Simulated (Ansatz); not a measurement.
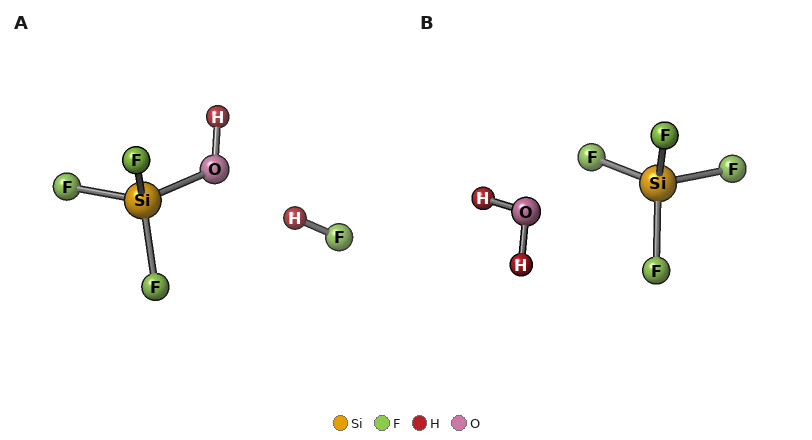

2 stationary structures of one formula. Geometries: PBE0-D4/def2-TZVP. Electronic energies: ωB97M-V/def2-SVP (Ansatz 0.2.0), without zero-point energy. Each is one conformer, not always the lowest.

Which structure is the most stable?

B is lowest (Cs, a minimum); A lies 10.2 kcal/mol above it (Cs, a minimum).

Give E(B) − E(A) in kcal/mol at these levels too: RHF-MP2 (frozen core)/def2-QZVPP; CCSD(T)/CBS (MP2 limit from def2-TZVPP and def2-QZVPP plus CCSD(T) − MP2); r2SCAN0-D4/def2-TZVPP; PBE0-D4/def2-TZVPP; PBE-D4/STO-3G; B3LYP-D4/6-31G; SPW92 (LDA)/def2-SVP; ωB97M-V/def2-TZVPP.

| level | E(B) − E(A) (kcal/mol) |
| --- | --- |
| RHF-MP2 (frozen core)/def2-QZVPP | −6.2 |
| CCSD(T)/CBS (MP2 limit from def2-TZVPP and def2-QZVPP plus CCSD(T) − MP2) | −6.6 |
| r2SCAN0-D4/def2-TZVPP | −7.4 |
| PBE0-D4/def2-TZVPP | −6.1 |
| PBE-D4/STO-3G | −8.4 |
| B3LYP-D4/6-31G | −9.6 |
| SPW92 (LDA)/def2-SVP | −8.7 |
| ωB97M-V/def2-TZVPP | −7.6 |
